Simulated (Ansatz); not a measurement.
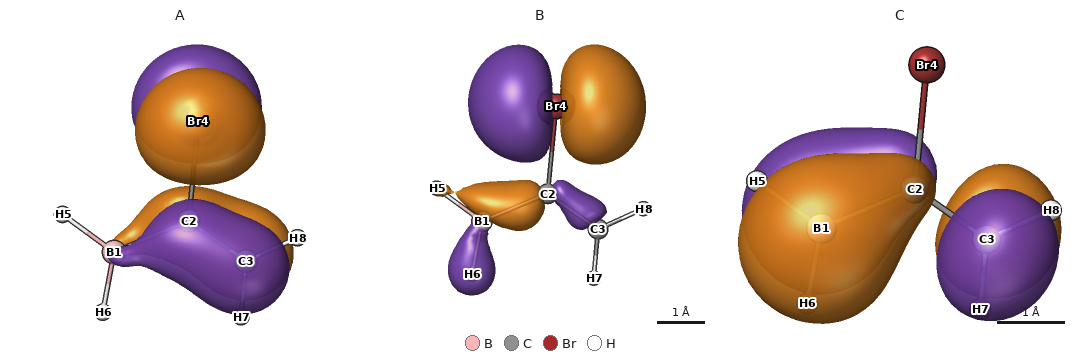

The picture shows: C₂H₄BBr. Three frontier orbitals at ±0.1 Å⁻³ᐟ² (orange and purple are the two phases), in no order.

Computed with Ansatz 0.2.0, SCF BHLYP, Gaussian basis.

```xyz
8

B     0.0697    1.2374    0.3022
C     0.1941   -0.1268   -0.3800
C    -0.3434   -1.2231    0.1670
Br    1.2350   -0.2393   -2.0305
H     0.4813    2.2358   -0.2399
H    -0.5687    1.4103    1.3073
H    -0.8348   -1.1776    1.1203
H    -0.1410   -2.1738   -0.3021
```

Question: Order the three orbitals by energy and name them.

Answer: B is the HOMO−1 (−9.18 eV). Its weight (Hirshfeld) is mainly on Br4 (about 85 %); it is symmetric in the molecular plane (an in-plane orbital: σ, lone-pair or in-plane π type); largely a lone pair of Br4. A is the HOMO (−8.57 eV). It lies mainly on Br4 (about 60 %), C3 (about 20 %) and C2 (about 15 %); it changes sign across the molecular plane (π type); π-bonding across C2–C3. C is the LUMO (−1.12 eV). By Hirshfeld shares it lies mainly on B1 (about 45 %), C3 (about 25 %) and C2 (about 15 %); it changes sign across the molecular plane (π type); π-bonding across B1–C2; π-antibonding (a node) across C2–C3.

Question: What is the HOMO–LUMO gap?

Answer: 7.45 eV between the orbital energies.
